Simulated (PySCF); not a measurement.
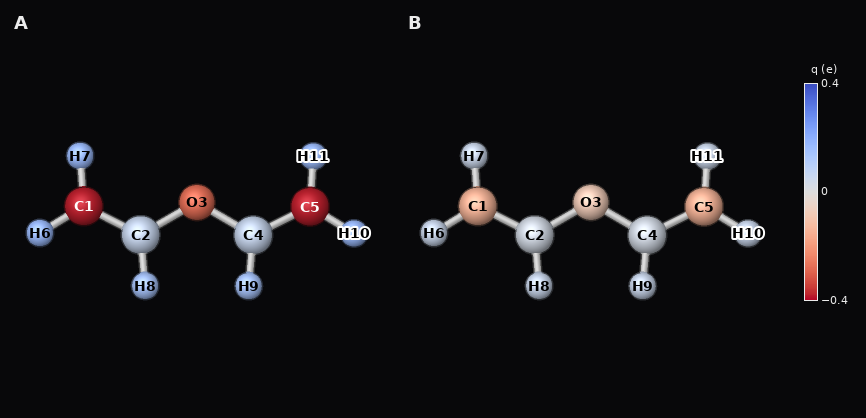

Atomic charges of one calculation by 2 schemes, on one colour scale. The geometry was computed by an optimisation with GFN2-xTB. No frequency run is at hand to confirm it as a minimum. Computed with PBE0/pcSseg-1 (PySCF 2.14.0).

**The schemes are Hirshfeld, IAO. Which panel shows which?**

A IAO, B Hirshfeld.

List the charges (e), one line for each set of equivalent atoms.

```json
{"atom": "C1, C5", "IAO": "−0.38", "Hirshfeld": "−0.14"}
{"atom": "C2, C4", "IAO": "0.06", "Hirshfeld": "0.03"}
{"atom": "O3", "IAO": "−0.28", "Hirshfeld": "−0.08"}
{"atom": "H6, H10", "IAO": "0.16", "Hirshfeld": "0.05"}
{"atom": "H7, H11", "IAO": "0.16", "Hirshfeld": "0.05"}
{"atom": "H8, H9", "IAO": "0.13", "Hirshfeld": "0.05"}
```
